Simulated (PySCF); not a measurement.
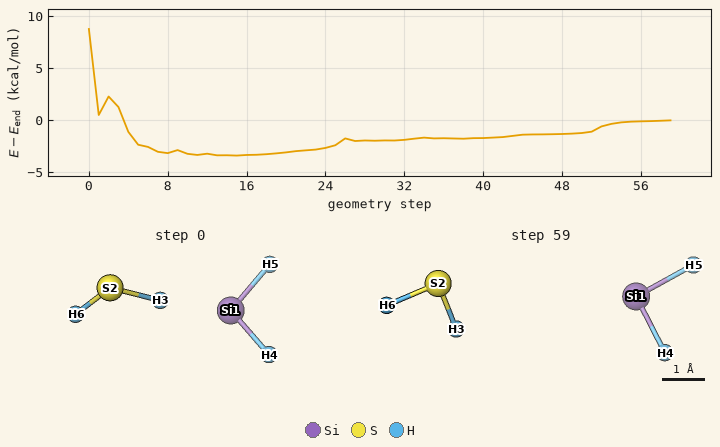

First and last geometry of a relaxation of SiH$_{4}$S (coarse preliminary run), with the history of the run. Style: ball-and-stick. Shown at a tilt.

The reaction that was planned forms S2–H3 and breaks Si1–S2, Si1–H3 (atoms numbered from 1 in input order).

Level of theory: PySCF, RKS PBE0-D4/def2-SVP, partitioned rational-function steps on a Bofill-updated Hessian. 

Read the history and describe the run.

Answer. The relaxation stopped without meeting its thresholds, so the last structure isn't shown to be converged. The atom that moves furthest after the best rigid fit is H3 (1.70 Å). By element the largest moves are H 1.70 Å, Si 1.18 Å, S 0.80 Å. Some distances before and after: Si1–H3 1.868 → 4.568 Å, S2–H3 1.585 → 1.353 Å, Si1–H5 1.470 → 1.589 Å, Si1–H4 1.471 → 1.574 Å. Bond angles that change, for instance: H4–Si1–H5 100.4° → 93.3°. Over 59 geometry steps the energy falls by 8.78 kcal/mol.

| step | E − E(0), kcal/mol |
| --- | --- |
| 0 | 0.00 |
| 1 | -8.27 |
| 2 | -6.49 |
| 3 | -7.50 |
| 4 | -9.88 |
| 5 | -11.12 |
| 6 | -11.33 |
| 7 | -11.80 |
| 8 | -11.93 |
| 9 | -11.64 |
| 10 | -12.00 |
| 13 | -12.14 |
| 15 | -12.17 |
| 18 | -12.03 |
| 20 | -11.86 |
| 23 | -11.59 |
| 25 | -11.17 |
| 28 | -10.71 |
| 31 | -10.72 |
| 33 | -10.54 |
| 36 | -10.50 |
| 38 | -10.54 |
| 41 | -10.44 |
| 44 | -10.16 |
| 46 | -10.13 |
| 49 | -10.06 |
| 51 | -9.87 |
| 54 | -8.97 |
| 56 | -8.87 |
| 59 | -8.78 |
